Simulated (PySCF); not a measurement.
Input file:

```
{"job": {"kind": "nmr", "xc": "PBE0", "basis": "pcSseg-1"}, "charge": 0, "multiplicity": 1}
C      3.025462    -0.016078    -0.450443
O      1.662934     0.119630    -0.181476
Si     0.688442    -1.004150     0.452079
C     -0.952669    -0.053492     0.515049
Si    -1.473756     0.831325    -1.098269
C     -1.992577    -1.035521     0.901166
F     -1.701304    -1.717993     2.031911
F     -2.205760    -1.981041    -0.035621
F     -3.202635    -0.483321     1.131756
H      3.201026    -0.836649    -1.148409
H      3.579975    -0.217475     0.467922
H      3.378933     0.915903    -0.891163
H      1.113195    -1.418163     1.793344
H      0.587962    -2.187905    -0.404770
H     -0.914657     0.680279     1.322027
H     -2.810803     1.392267    -0.898255
H     -1.484888    -0.146212    -2.185612
H     -0.507638     1.900154    -1.332892
```

Run with:

```sh
OMP_NUM_THREADS=1 python probes_run.py task.json out
```

Geometry: GFN2-xTB.

All numbers below come from PySCF 2.14.0, PBE0/pcSseg-1, SCF density, gas phase, non-relativistic.

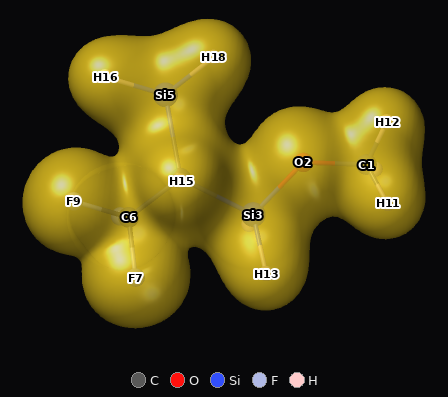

C$_{3}$H$_{9}$F$_{3}$OSi$_{2}$. Isosurface of the electron density at 0.1 e/Å³ (yellow), seen across its widest extent.

**What does this surface tell about the bonding?**

At this value the surface is in one piece. It bridges the sampled C–F (1.35 Å), C–O (1.40 Å), C–C (1.48 Å) and Si–O (1.62 Å) contacts, where the density stays above the isovalue. On the grid the lowest density along these lines, outside the cores, is 1.9 e/Å³ (C–F, 1.35 Å), 1.8 e/Å³ (C–O, 1.40 Å), 1.8 e/Å³ (C–C, 1.48 Å) and 1 e/Å³ (Si–O, 1.62 Å).
